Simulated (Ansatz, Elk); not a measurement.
## How far do independent atoms describe CuNi3As?

The structure of CuNi3As used here is made up (a known structure type with other elements) and was relaxed beforehand with PBEsol. The aim is the Fourier transform of its all-electron density, F(hkl), set beside the sum over free spherical atoms that refinements use.

Main program and level: Elk 11.2.3 (patched build); DFT, PBE, all-electron APW+lo, Dirac cores, scalar-relativistic bands, static density, no spin.

The structure was built from a prototype and need not be the compound's stable phase.

### 1. Set-up

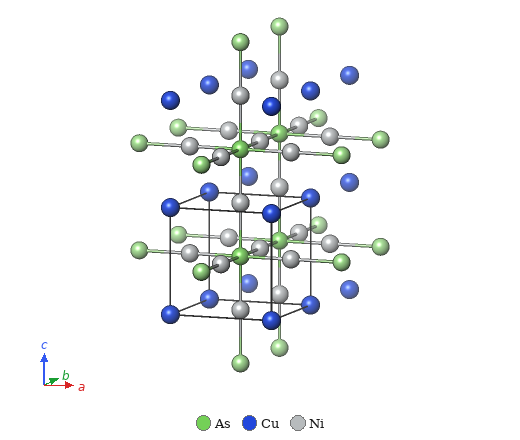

Start, viewed slightly off an axis; arsenic green, copper blue, nickel light grey. 1×2×2 cells are drawn. Some periodic images of atoms are drawn too.

### 2. Ground state and structure factors

An all-electron density is needed, since X-rays see the cores too. Task 0 finds the density and task 195 Fourier-transforms it; tshift is off so that phases refer to the origin typed.

elk.in reads:

```
tasks
  0
  195

xctype
  20

spinpol
  .false.

rgkmax
  7.0

gmaxvr
  14.0

lmaxo
  7

lmaxapw
  8

swidth
  0.002

tshift
  .false.

ramdisk
  .false.

hmaxvr
  5.5

maxscl
  120

epspot
  1e-06

sppath
  './'

avec
  7.98748594163 0.00000000000 -0.00000000000
  0.00000000000 7.98748594163 0.00000000000
  -0.00000000000 0.00000000000 7.98748594163

atoms
  3
  'As.in'
  1
  0.5000000000 0.5000000000 0.5000000000   0.000000 0.000000 0.000000
  'Cu.in'
  1
  0.0000000000 0.0000000000 0.0000000000   0.000000 0.000000 0.000000
  'Ni.in'
  3
  0.5000000000 -0.0000000000 0.5000000000   0.000000 0.000000 0.000000
  0.5000000000 0.5000000000 0.0000000000   0.000000 0.000000 0.000000
  -0.0000000000 0.5000000000 0.5000000000   0.000000 0.000000 0.000000

ngridk
  5 5 5
```

On the command line:

```console
> OMP_NUM_THREADS=4 elk
```

Numbers of over 12 decimals in the logs are rounded to 6 here.

Output:

```text
┌─────────────────────────┐
│ Elk code version 11.2.3 │
└─────────────────────────┘

All units are atomic (Hartree, Bohr, etc.)

┌─────────────────────────────────────────────────┐
│ Ground-state run starting from atomic densities │
└─────────────────────────────────────────────────┘

Lattice vectors :
   7.987485942       0.000000000      -0.000000000
   0.000000000       7.987485942       0.000000000
  -0.000000000       0.000000000       7.987485942

Reciprocal lattice vectors :
  0.7866286530      -0.000000000       0.000000000
  -0.000000000      0.7866286530      -0.000000000
   0.000000000      -0.000000000      0.7866286530

Unit cell volume      :    509.6010573
Brillouin zone volume :   0.4867537261

Muffin-tin inner radius fraction :   0.1000000000E-01

Nuclei treated as point charges

Species : 1 (As)
 parameters loaded from : As.in
 name : arsenic
 nuclear charge    :   -33.00000000
 electronic charge :    33.00000000
 atomic mass :    136573.7220
 muffin-tin radius :    1.971871485
 number of radial points in muffin-tin :    993
 inner part over the whole radius :   0.9967252224E-02
 number on inner part of muffin-tin    :    699
 approximate nuclear radius :   0.7712558785E-04
 number of mesh points to nuclear radius :    346
 atomic positions (lattice), magnetic fields (Cartesian) :
  1 :   0.50000000  0.50000000  0.50000000    0.00000000  0.00000000  0.00000000

Species : 2 (Cu)
 parameters loaded from : Cu.in
 name : copper
 nuclear charge    :   -29.00000000
 electronic charge :    29.00000000
 atomic mass :    115837.2717
 muffin-tin radius :    2.400000000
 number of radial points in muffin-tin :    993
 inner part over the whole radius :   0.9893084826E-02
 number on inner part of muffin-tin    :    701
 approximate nuclear radius :   0.7406004541E-04
 number of mesh points to nuclear radius :    336
 atomic positions (lattice), magnetic fields (Cartesian) :
  1 :   0.00000000  0.00000000  0.00000000    0.00000000  0.00000000  0.00000000

Species : 3 (Ni)
 parameters loaded from : Ni.in
 name : nickel
 nuclear charge    :   -28.00000000
 electronic charge :    28.00000000
 atomic mass :    106991.5231
 muffin-tin radius :    1.971871485
 number of radial points in muffin-tin :    993
 inner part over the whole radius :   0.9899337032E-02
 number on inner part of muffin-tin    :    697
 approximate nuclear radius :   0.7325707712E-04
 number of mesh points to nuclear radius :    339
 atomic positions (lattice), magnetic fields (Cartesian) :
  1 :   0.50000000  0.00000000  0.50000000    0.00000000  0.00000000  0.00000000
  2 :   0.50000000  0.50000000  0.00000000    0.00000000  0.00000000  0.00000000
  3 :   0.00000000  0.50000000  0.50000000    0.00000000  0.00000000  0.00000000

Total number of atoms per unit cell :    5
Total muffin-tin volume :    186.3707175
 ratio of muffin-tin to unit cell volume :   0.3657188595

Spin treatment :
 spin-unpolarised

Number of Bravais lattice symmetries :   48
Number of crystal symmetries         :   48
Crystal has inversion symmetry
Real symmetric eigensolver will be used

k-point grid :      5     5     5
k-point offset :    0.000000000       0.000000000       0.000000000
k-point set is reduced with full crystal symmetry group
Total number of k-points :       10

Muffin-tin radius times maximum |G+k| :    7.000000000
 using average radius
Maximum |G+k| for APW functions       :    3.402191770
Maximum (1/2)|G+k|²                   :    5.787454418
Maximum |G| for potential and density :    14.00000000
Constant for pseudocharge density :    8
 order of it for each species :   15  15  15
 order of it for pair densities of each species (exact exchange by exxq0 0: 16) :    9  13   9
Radial integration step length :    1

G-vector grid sizes :     36    36    36
Number of G-vectors :    23583

Maximum angular momentum used for
 APW functions            :    8
 outer part of muffin-tin :    7
 inner part of muffin-tin :    2

Total nuclear charge    :   -146.0000000
[...]
Density of states at Fermi energy :    440.6209008
 (states/Hartree/unit cell)

Estimated indirect band gap :   0.7051572319E-03
 from k-point 6 to k-point 8
Estimated direct band gap   :   0.1984621881E-02
 at k-point 2

Charges :
 core                        :    66.00000000
 valence                     :    80.00000000
 interstitial                :    8.938431289
 muffin-tins (core leakage)
  species : 1 (As)
   atom 1                    :    30.79042017     (  0.2046870510E-02)
  species : 2 (Cu)
[...]
species : 3 (Ni)
[...]
total in muffin-tins        :    137.0615687
 total calculated charge     :    145.9894237
 total charge                :    146.0000000
 error                       :   0.1057632257E-01

RMS change in Kohn-Sham potential (target) :    1.385499202     (  0.1000000000E-05)
Absolute change in total energy (target)   :    8.139241592     (  0.1000000000E-03)

[... loops 3 to 18 left out ...]

┌──────────────────┐
│ Loop number : 19 │
└──────────────────┘

Energies :
 Fermi                       :     0.217609
 sum of occupied eigenvalues :     -4876.3672311418
 electron kinetic            :      8630.8440535279
 core electron kinetic       :      7788.2930940118
 Coulomb                     :     -16766.846621487
 Coulomb potential           :     -13062.106663893
 nuclear-nuclear             :     -1239.0812491555
 electron-nuclear            :     -18029.663859330
 Hartree                     :      2501.8984869978
 Madelung                    :     -10235.793289541
 xc potential                :     -445.10462077724
 exchange                    :     -335.41445550946
 correlation                 :     -7.022235
 electron entropic           :    -0.16800872084980E-02
 total energy                :     -8478.4409390538

Density of states at Fermi energy :    123.4487625
 (states/Hartree/unit cell)

Estimated indirect band gap :   0.2917378983E-02
 from k-point 7 to k-point 3
Estimated direct band gap   :   0.1679463370E-01
 at k-point 3

Charges :
 core                        :    66.00000000
 valence                     :    80.00000000
 interstitial                :    8.626240491
 muffin-tins (core leakage)
  species : 1 (As)
[...]
species : 2 (Cu)
[...]
species : 3 (Ni)
[...]
total in muffin-tins        :    137.3737595
 total calculated charge     :    145.9894160
 total charge                :    146.0000000
 error                       :   0.1058399067E-01

RMS change in Kohn-Sham potential (target) :   0.5975142954E-06 (  0.1000000000E-05)
Absolute change in total energy (target)   :   0.1533601971E-04 (  0.1000000000E-03)

Convergence targets achieved

┌──────────────────┐
│ Loop number : 20 │
└──────────────────┘

Energies :
 Fermi                       :     0.217609
 sum of occupied eigenvalues :     -4876.3672321970
 electron kinetic            :      8630.8440549121
 core electron kinetic       :      7788.2930949281
 Coulomb                     :     -16766.846623123
 Coulomb potential           :     -13062.106659777
 nuclear-nuclear             :     -1239.0812491555
 electron-nuclear            :     -18029.663866567
 Hartree                     :      2501.8984926001
 Madelung                    :     -10235.793293234
 xc potential                :     -445.10462733250
 exchange                    :     -335.41445590176
 correlation                 :     -7.022236
 electron entropic           :    -0.16800871657588E-02
 total energy                :     -8478.4409397144

Density of states at Fermi energy :    123.4487686
 (states/Hartree/unit cell)

Estimated indirect band gap :   0.2917369299E-02
 from k-point 7 to k-point 3
Estimated direct band gap   :   0.1679462819E-01
 at k-point 3

Charges :
 core                        :    66.00000000
 valence                     :    80.00000000
 interstitial                :    8.626240055
 muffin-tins (core leakage)
  species : 1 (As)
[...]
species : 2 (Cu)
[...]
species : 3 (Ni)
   atom 1                    :    26.31512154     (  0.2695306807E-02)
   atom 2                    :    26.31512154     (  0.2695306807E-02)
   atom 3                    :    26.31512154     (  0.2695306807E-02)
 total in muffin-tins        :    137.3737599
 total calculated charge     :    145.9894160
 total charge                :    146.0000000
 error                       :   0.1058399040E-01

┌──────────────────────────────┐
│ Self-consistent loop stopped │
└──────────────────────────────┘

Warning : core states of species 1 leak from the muffin-tin :   0.1981708136E-02

Warning : core states of species 2 leak from the muffin-tin :   0.1549174914E-03

Warning : core states of species 3 leak from the muffin-tin :   0.2695306807E-02

Wrote STATE.OUT
```

Wall time 18 s (4 threads of Intel Xeon Platinum 8559C (Emerald Rapids), shared host); peak memory 0.21 GiB; 45 s of CPU time.

SFACRHO.OUT:

```text

h k l indices transformed by vhmat matrix:
   1.000000000       0.000000000       0.000000000    
   0.000000000       1.000000000       0.000000000    
   0.000000000       0.000000000       1.000000000    

      h      k      l  multipl.   |H|            Re(F)            Im(F)           |F|

      0      0      0      1   0.0000000       146.00000     -0.25324280E-17   146.00000    
     -1      0      0      6  0.78662865      -28.799703      0.23998851E-13   28.799703    
      1     -1      0     12   1.1124609       28.656206     -0.65774362E-14   28.656206    
     -1     -1     -1      8   1.3624808       63.052561     -0.63730882E-14   63.052561    
      0      0     -2      6   1.5732573       109.20755     -0.42225134E-13   109.20755    
     -1     -2      0     24   1.7589551      -22.713078      0.54842891E-13   22.713078    
      1     -2      1     24   1.9268388       24.000378      0.21237752E-13   24.000378    
      0      2     -2     12   2.2249218       92.615258      0.10544519E-13   92.615258    
      0     -3      0      6   2.3598860      -19.892308      0.77514786E-13   19.892308    
     -1      2     -2     24   2.3598860      -19.958522      0.20558430E-13   19.958522    
      3      1      0     24   2.4875382       21.306589      0.19090421E-13   21.306589    
      1     -3      1     24   2.6089521       44.109749     -0.14096851E-13   44.109749    
     -2      2      2      8   2.7249616       81.321356      0.32348665E-13   81.321356    
     -3      2      0     24   2.8362299      -17.923036      0.41449810E-13   17.923036    
     -3      1      2     48   2.9432949       19.322370     -0.17271204E-13   19.322370    
      0     -4      0      6   3.1465146       72.901449     -0.57849130E-13   72.901449    
      2     -2     -3     24   3.2433530      -16.411815      0.40439055E-13   16.411815    
      4     -1      0     24   3.2433530      -16.588398      0.32524162E-13   16.588398
```

Elk indexes on the primitive cell of elk.in and gives |H| = 4π sin θ/λ in inverse bohr. Below, one row stands for each form hkl of the conventional cell (m members, Friedel mates merged), F is for one primitive cell and the density is static (no thermal factor). Free-atom factors are Waasmaier and Kirfel's, and R is Σm||F|−|F'||/Σm|F|.

```
hkl   m  sin θ/λ (Å⁻¹)  abs F, DFT  neutral atoms   diff.
100   6          0.118      28.800         28.361  +0.439
110  12          0.167      28.656         28.962  -0.306
111   8          0.205      63.053         63.254  -0.201
200   6          0.237     109.207        109.645  -0.438
210  24          0.265      22.713         22.634  +0.079
211  24          0.290      24.000         24.268  -0.268
220  12          0.335      92.615         93.016  -0.400
300   6          0.355      19.892         20.004  -0.111
221  24          0.355      19.959         20.004  -0.045
310  24          0.374      21.307         21.465  -0.158
311  24          0.392      44.110         44.185  -0.076
222   8          0.410      81.321         81.511  -0.190
320  24          0.426      17.923         18.083  -0.160
321  48          0.443      19.322         19.366  -0.044
400   6          0.473      72.901         72.909  -0.008
322  24          0.488      16.412         16.535  -0.123
410  24          0.488      16.588         16.535  +0.053
411  24          0.502      17.864         17.681  +0.183
330  12          0.502      17.568         17.681  -0.113
331  24          0.516      34.586         34.568  +0.018
420  24          0.529      66.187         66.200  -0.013
421  48          0.542      15.279         15.239  +0.040
```

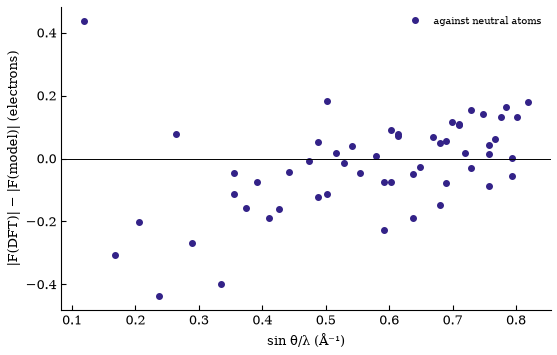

Difference between the calculated structure factors and the independent-atom ones.

### 3. The highest occupied states alone

An energy window below the Fermi level keeps the highest occupied states, to see at which angles they scatter; shallow core shells can lie inside it and anion s states outside. No new self-consistency is needed.

Edit elk.in of step 2 so:

```diff
@@ -1,3 +1,2 @@
 tasks
-  0
   195
@@ -40,2 +39,5 @@
 
+wsfac
+  -0.149880 0.517610
+
 sppath
```

On the command line:

```console
> OMP_NUM_THREADS=4 elk
```

Output:

```text
┌─────────────────────────────────┐
│ Elk code version 11.2.3 started │
└─────────────────────────────────┘

Info(readinput): the functional depends on the density's gradient
 muffin-tin radial points multiplied by    2.00000
 (not where nrmtscf is given)

┌────────────────────┐
│ Current task : 195 │
└────────────────────┘
Info(checkmt): changed muffin-tin radius of species 1 (As) from   2.4000 to   1.9719
Info(checkmt): changed muffin-tin radius of species 3 (Ni) from   2.4000 to   1.9719

Info(sfacrho): density structure factors written to SFACRHO.OUT

 Energy window :  -0.1498800000      0.5176100000

┌──────────────────┐
│ Elk code stopped │
└──────────────────┘
```

The job ended after 6 s (4 threads; peak memory 0.16 GiB; 8.2 s of CPU time).

States within 10 eV below the Fermi level hold 44.00 electrons; any levels below the window count with the cores. Their amplitudes can exceed the total, where window and core parts have opposite phase:

```
hkl  sin θ/λ (Å⁻¹)  abs F, window  abs F, all
100          0.118          0.635      28.800
110          0.167          1.764      28.656
111          0.205         23.353      63.053
200          0.237         21.131     109.207
210          0.265          0.897      22.713
211          0.290          0.802      24.000
220          0.335         14.257      92.615
300          0.355          0.938      19.892
221          0.355          0.785      19.959
310          0.374          0.536      21.307
```

### 4. Another functional

The difference from free atoms is small, so it is set against the change that LDA (Perdew-Wang) makes.

Edit elk.in of step 3 so:

```diff
@@ -1,2 +1,3 @@
 tasks
+  0
   195
@@ -4,3 +5,3 @@
 xctype
-  20
+  3
 
@@ -39,5 +40,2 @@
 
-wsfac
-  -0.149880 0.517610
-
 sppath
```

On the command line:

```console
> OMP_NUM_THREADS=4 elk
```

Output:

```text
┌─────────────────────────┐
│ Elk code version 11.2.3 │
└─────────────────────────┘

All units are atomic (Hartree, Bohr, etc.)

┌─────────────────────────────────────────────────┐
│ Ground-state run starting from atomic densities │
└─────────────────────────────────────────────────┘

Lattice vectors :
   7.987485942       0.000000000      -0.000000000
   0.000000000       7.987485942       0.000000000
  -0.000000000       0.000000000       7.987485942

Reciprocal lattice vectors :
  0.7866286530      -0.000000000       0.000000000
[...]
atom 3                    :    26.32205709     (  0.2818140491E-02)
 total in muffin-tins        :    137.4304297
 total calculated charge     :    145.9889603
 total charge                :    146.0000000
 error                       :   0.1103972197E-01

┌──────────────────────────────┐
│ Self-consistent loop stopped │
└──────────────────────────────┘

Warning : core states of species 1 leak from the muffin-tin :   0.2031295380E-02

Warning : core states of species 2 leak from the muffin-tin :   0.1599084321E-03

Warning : core states of species 3 leak from the muffin-tin :   0.2818140491E-02

Wrote STATE.OUT
[key lines of the parts left out:]
total energy                :     -8465.5405211158
```

It took 11 s on 4 threads; peak memory 0.18 GiB; 28 s of CPU time.

Against the first run R = 0.05 %; the largest change is -0.058 at 222.

### 5. A coarser k-mesh

About half the k-points along each axis test the sampling.

Edit elk.in of step 4 so:

```diff
@@ -5,3 +5,3 @@
 xctype
-  3
+  20
 
@@ -63,2 +63,2 @@
 ngridk
-  5 5 5
+  2 2 2
```

On the command line:

```console
> OMP_NUM_THREADS=4 elk
```

Output:

```text
┌─────────────────────────┐
│ Elk code version 11.2.3 │
└─────────────────────────┘

All units are atomic (Hartree, Bohr, etc.)

┌─────────────────────────────────────────────────┐
│ Ground-state run starting from atomic densities │
└─────────────────────────────────────────────────┘

Lattice vectors :
   7.987485942       0.000000000      -0.000000000
   0.000000000       7.987485942       0.000000000
  -0.000000000       0.000000000       7.987485942

Reciprocal lattice vectors :
  0.7866286530      -0.000000000       0.000000000
[...]
atom 3                    :    26.29238012     (  0.2681620133E-02)
 total in muffin-tins        :    137.2692235
 total calculated charge     :    145.9894051
 total charge                :    146.0000000
 error                       :   0.1059485067E-01

┌──────────────────────────────┐
│ Self-consistent loop stopped │
└──────────────────────────────┘

Warning : core states of species 1 leak from the muffin-tin :   0.1978408739E-02

Warning : core states of species 2 leak from the muffin-tin :   0.1532723821E-03

Warning : core states of species 3 leak from the muffin-tin :   0.2681620133E-02

Wrote STATE.OUT
[key lines of the parts left out:]
total energy                :     -8478.4141366874
```

Elapsed: 14 s, on 4 threads; peak memory 0.2 GiB.

Against the first run R = 0.05 %; the largest change is -0.078 at 111.

### 6. Settings against the effect

```
              run  R against the first run (%)  R against neutral atoms, low angle (%)  wall time
    PBE, rgkmax 7                         0.00                                    0.67       18 s
LDA (Perdew-Wang)                         0.05                                    0.69       11 s
     k-mesh 2×2×2                         0.05                                    0.72       14 s
```

### 7. Results

* R against neutral atoms, sin θ/λ < 0.3 Å⁻¹: 0.67 %
* R against neutral atoms, 0.3 to 0.82 Å⁻¹: 0.38 %

In words: Independent neutral atoms miss the calculated amplitudes by R = 0.67 % below 0.3 Å⁻¹ and 0.38 % from there to 0.82 Å⁻¹; by shells, 1.52 % below 0.15 Å⁻¹ (1 form), 0.62 % 0.15 to 0.3 (5 forms), 0.37 % 0.3 to 0.45 (8 forms), 0.38 % above 0.45 (41 forms). Bonding, aspherical density and the tables' own atoms all enter these figures, and the runs don't part them. The largest change of an amplitude is +0.44 electrons, at 100. The window's part falls from 44.0 electrons at the origin to at most 7.89 between 0.45 and 0.82 Å⁻¹, where compact states inside the window still scatter. Below 0.3 Å⁻¹ the changes that finished (LDA (Perdew-Wang) and k-mesh 2×2×2) move F by R = 0.06 % at most, against the 0.67 % that separates it from free atoms. The basis has no finished test. These runs have no spin, though d or f shells may be open. Part of the difference isn't bonding: the tables are fits to free atoms and ions calculated by other methods than this functional. Thermal motion, anomalous dispersion and extinction are left out.

[Logs are printed without paths, hosts, clocks, repeated set-up lines and the standing remarks that a program may print on its own settings, such as how far it seeks lower states.]

[Hosts, paths, dates, database ids (printed as entryN), source tags and the programs' standing remarks are cut or masked in the printed files.]
